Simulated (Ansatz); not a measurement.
```tsv
atom	x (Å)	y (Å)	z (Å)
Al	0.0000	0.0000	-0.0891
F	0.0000	0.0000	1.5851
H	1.4133	0.0000	-0.7870
H	-1.4133	0.0000	-0.7870
Cl	0.0000	0.0000	4.1980
```

These are results of Ansatz, UKS PBE0/def2-SVP, not measurements.

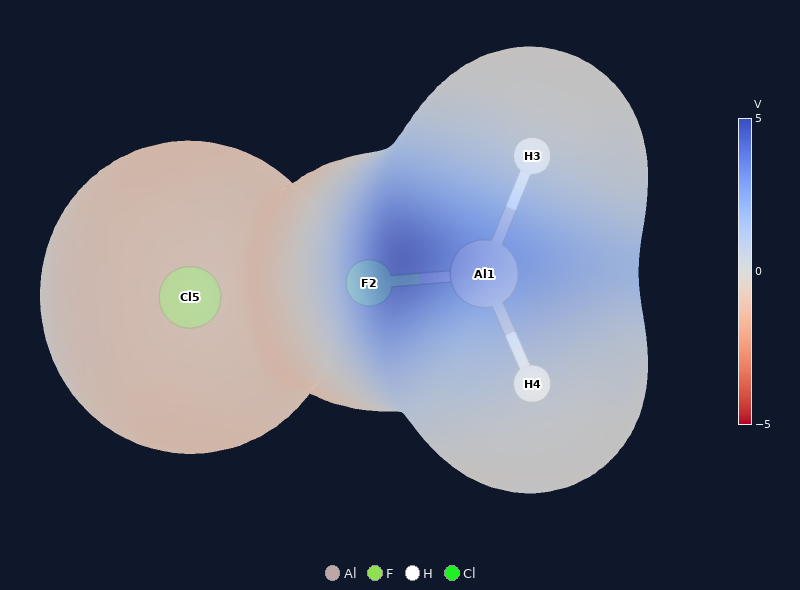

AlFH2···Cl (doublet). The molecular electrostatic potential painted on the density surface at 0.002 e/bohr³, seen at a tilt; red is negative and blue positive.

Question: Which sites attract a positive test charge, and which a negative one?

Answer: A positive charge is drawn to the negative regions and a negative charge to the positive ones. The most negative region (about −0.9 V, or −21 kcal/mol for a unit charge) lies over F2, the most positive (about +4.3 V, or +99 kcal/mol for a unit charge) over Al1.
